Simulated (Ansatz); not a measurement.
**C2HF (fluoroacetylene): r2SCAN0/STO-3G**

What is the energy change on altering one bond length of C2HF (fluoroacetylene) at r2SCAN0/STO-3G? 

The calculation is run with Ansatz 0.2.0.

49 further runs of the same task are left out: 5 that didn't finish, 44 set aside as unsound or not needed.

**1. Starting point**

The species is C2HF (4 atoms), meant as a singlet with charge 0. SMILES: `C#CF`. The shape is that of a PBE0-D4/def2-TZVP optimisation.

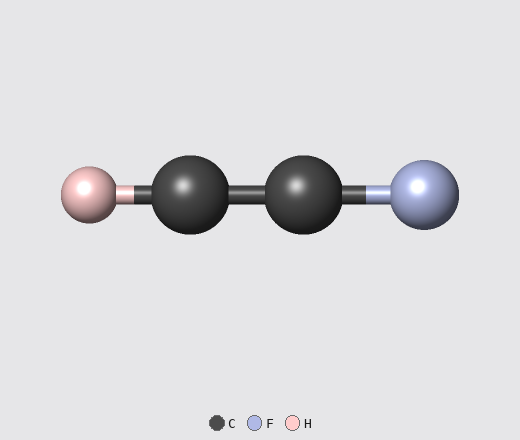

The structure, seen from a chosen angle (carbon dark grey, fluorine light blue, hydrogen pink).

**2. A single-point energy at r2SCAN0/STO-3G**

job.yaml

```yaml
crystal:
  periodic: [false, false, false]
  atoms:
    - {symbol: C, position_ang: [-0.361030, 0.453110, -0.290220]}
    - {symbol: C, position_ang: [0.303270, -0.380840, 0.243810]}
    - {symbol: F, position_ang: [1.010600, -1.269010, 0.812300]}
    - {symbol: H, position_ang: [-0.952830, 1.196740, -0.765890]}
basis:
  gaussian: {orbitals: STO-3G}
hamiltonian: {xc: {name: r2SCAN0}}
accuracy: high
magnetization: {spin_polarized: false}
```

On the command line:

```sh
$ ansatz run job.yaml --threads 1 --pin off --max-ram 3480MiB --events-out events.jsonl --progress --plain --runs-dir runs
```

Output:

```text
Warning: RAYON_NUM_THREADS=1 ignored (pool sized by the plan → 1); use --threads N
Functional definition: r2SCAN0
  name "r2SCAN0"
  parameter a = 0.25
  parameter k0 = 0.174
  parameter k1 = 0.065
  parameter a1 = 4.9479
  exchange = (1 - a)*r2scan_x(k0 = k0, k1 = k1, a1 = a1) + a*exact_x
  correlation = r2scan_c
270 factors; integrals over basis functions are off by at most 3.6e-8 eV
mean field evaluation 1: about -4735.3481 eV, gradient 2.1e1 eV
mean field evaluation 2: about -4731.9703 eV, gradient 4.1e1 eV
mean field evaluation 4: about -4736.5562 eV, gradient 3.6e-1 eV
mean field evaluation 8: about -4736.5010 eV, gradient 2.5e-3 eV
mean field -4736.50096293 eV, -174.0631998719 hartree, gradient 5.6e-8 eV, S^2 0.000000; 0 other end points of the search recorded, 0 dependent functions left out
reference -4736.50096312 eV, -174.0631998788 hartree; 11, 11 occupied and 5, 5 virtual orbitals, 270 factors
Total energy: -4736.50096312 eV, -174.0631998788 hartree
```

Wall time 1.7 s (1 thread of Intel Xeon Platinum 8259CL at 2.50GHz (Skylake/Cascade Lake), shared host); peak memory 0.14 GiB.

**3. The distorted shape, same level**

job.yaml

```yaml
crystal:
  periodic: [false, false, false]
  atoms:
    - symbol: C
      position_ang: [-0.213057, 0.267174, -0.171284]
    - symbol: C
      position_ang: [0.451243, -0.566776, 0.362746]
    - symbol: F
      position_ang: [1.158573, -1.454946, 0.931236]
    - symbol: H
      position_ang: [-0.952830, 1.196740, -0.765890]
basis:
  gaussian:
    orbitals: STO-3G
hamiltonian:
  xc: {name: r2SCAN0}
accuracy: high
total_charge: 0
```

On the command line:

```sh
$ ansatz run job.yaml --threads 1 --pin off --max-ram 3480MiB --events-out events.jsonl --progress --plain --runs-dir runs
```

Output:

```text
Warning: RAYON_NUM_THREADS=1 ignored (pool sized by the plan → 1); use --threads N
[... 8 set-up lines as earlier in the session ...]
270 factors; integrals over basis functions are off by at most 4.6e-8 eV
mean field evaluation 1: about -4734.4167 eV, gradient 2.0e1 eV
mean field evaluation 2: about -4731.3694 eV, gradient 3.9e1 eV
mean field evaluation 4: about -4735.5139 eV, gradient 4.0e-1 eV
mean field evaluation 8: about -4735.4428 eV, gradient 2.9e-3 eV
mean field evaluation 16: about -4735.4428 eV, gradient 1.4e-8 eV
mean field -4735.44280979 eV, -174.0243134614 hartree, gradient 1.4e-8 eV, S^2 0.000000; 0 other end points of the search recorded, 0 dependent functions left out
reference -4735.44280999 eV, -174.0243134686 hartree; 11, 11 occupied and 5, 5 virtual orbitals, 270 factors
Total energy: -4735.44280999 eV, -174.0243134686 hartree
```

It took 1.7 s on 1 thread of Intel Xeon Platinum 8259CL at 2.50GHz (Skylake/Cascade Lake), shared host; peak memory 0.14 GiB.

**4. What came out**

At r2SCAN0/STO-3G:

```
                                                         quantity          value
                                        first shape: total energy  -174.06320 Eh
                                    distorted shape: total energy  -174.02431 Eh
energy change with the C1–H4 bond stretched from 1.063 to 1.329 Å       1.058 eV
```

**Reading.** With the C1–H4 bond stretched from 1.063 to 1.329 Å the energy rises by 1.06 eV (24 kcal/mol). The first shape isn't relaxed at this level, so the change isn't measured from a minimum. The minimal basis adds a large error of its own.
